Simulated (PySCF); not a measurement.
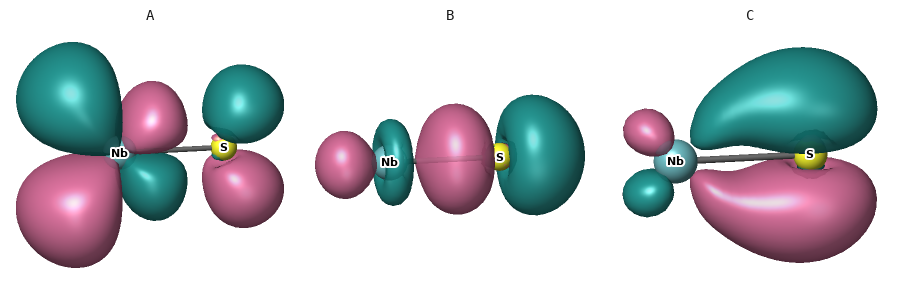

Figure. NbS (quartet). Three frontier β-spin orbitals, each drawn at the value that holds 80 % of its norm (teal and pink are the two phases), in no order; of a degenerate pair one member is drawn.

⟨S²⟩ = 3.82, above the pure value of 3.75; core potentials replace the inner electrons of Nb.

Level of theory: PBE0/def2-TZVPP, non-relativistic Hamiltonian with scalar-relativistic core potentials where named, at a bond length of 2.127 Å in PySCF 2.14.0.

**Name the orbitals and rank them from lowest to highest energy.**

Orbital B: σ, occupied in this spin, −8.06 eV; mainly on S (75 %).
Orbital C: π, occupied in this spin, −7.49 eV; mainly on S (75 %).
Orbital A: π, empty in this spin, −1.14 eV; mainly on Nb (85 %).
